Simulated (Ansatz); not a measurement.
**CH5AlBFOS: up Jacob's ladder to CCSD(T)**

Aim: compute CH5AlBFOS with functionals from several rungs and with coupled cluster. The yardstick is the atomisation energy at the CCSD(T) limit.

Computed with Ansatz 0.2.0, Gaussian basis. Level: functionals in def2-TZVPP, the program's frozen cores in correlated methods.

Plan: PBE-D4, r2SCAN-D4, PBE0-D4, B3LYP-D4, ωB97X-V, ωB97M-V, B2PLYP; CCSD(T)/def2-TZVPP; MP2/def2-QZVPP; extrapolation to the limit.

## (1) Structure used throughout

An earlier PBE0-D4 in a triple-zeta def2 set relaxation fixed the geometry.

SMILES `BC[O][Al]([F])[SH]`, 11 atoms, charge 0, spin multiplicity 1.

Atoms are counted from 1 here; the program's logs count them from 0.

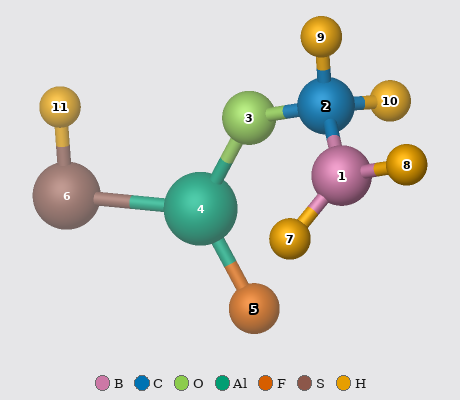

The geometry (boron pink, carbon blue, oxygen green, aluminium teal, fluorine orange, sulfur brown, hydrogen amber); atoms are numbered from 1 in the order of the file.

## (2) PBE-D4 (GGA)

Input file in.yaml:

```yaml
crystal:
  periodic: [false, false, false]
  atoms:
    - {symbol: B, position_ang: [0.640498, -1.535153, -1.003278]}
    - {symbol: C, position_ang: [1.101433, -0.109080, -0.618780]}
    - {symbol: O, position_ang: [0.351897, 0.603604, 0.334933]}
    - {symbol: Al, position_ang: [-1.282225, 0.844837, 0.604616]}
    - {symbol: F, position_ang: [-2.406535, 0.445847, -0.528025]}
    - {symbol: S, position_ang: [-1.957431, 1.758424, 2.442067]}
    - {symbol: H, position_ang: [-0.326705, -2.039064, -0.506357]}
    - {symbol: H, position_ang: [1.283260, -2.145332, -1.806817]}
    - {symbol: H, position_ang: [2.140157, -0.200990, -0.254228]}
    - {symbol: H, position_ang: [1.216750, 0.480429, -1.545134]}
    - {symbol: H, position_ang: [-0.695600, 1.839478, 2.901504]}
basis:
  gaussian: {orbitals: def2-TZVPP}
hamiltonian: {xc: pbe, dispersion: d4}
output: {forces: true, orbitals: {seedname: orbitals}}
```

Launch:

```sh
> ansatz run in.yaml --threads 4 --pin off --events-out ev --progress --plain --max-ram 10444MiB
```

Further steps of the session: r2SCAN-D4 (meta-GGA); PBE0-D4 (hybrid); B3LYP-D4 (hybrid); ωB97X-V (range-separated); ωB97M-V (range-separated); B2PLYP (double hybrid); CCSD(T) in def2-TZVPP; MP2 in def2-QZVPP.

**Question.** What will the summary of the whole plan be? Wanted: atomisation energy, CCSD(T)/CBS; farthest; mean size of error, hybrid; mean size of error, range-separated; gap, smallest and largest; T1 diagnostic; triples share of the correlation energy.

**Answer**, as computed:

```
                               quantity                                 value
        atomisation energy, CCSD(T)/CBS                         4118.5 kJ/mol
 functionals within 20.6 kJ/mol (0.5 %)   PBE0-D4, B3LYP-D4, ωB97X-V, ωB97M-V
                               farthest                 PBE-D4 (+56.1 kJ/mol)
             mean size of error, hybrid                           16.1 kJ/mol
    mean size of error, range-separated                           13.8 kJ/mol
              gap, smallest and largest  3.87 eV (PBE-D4), 10.77 eV (ωB97X-V)
                          T1 diagnostic                                0.0124
triples share of the correlation energy                                 3.5 %
```

What this shows: PBE-D4 is off by +56.1 kJ/mol. Double hybrids carry the basis error of their MP2 part in triple zeta, and no dispersion term here, so their miss is partly the set-up's. Misses under about 20.6 kJ/mol are within the doubt on the reference itself, which lacks core-valence correlation, relativity and higher excitations. Hartree-Fock recovers 74 % of the binding; the rest is correlation. Orbital gaps span 3.9 to 10.8 eV; exact exchange widens them.
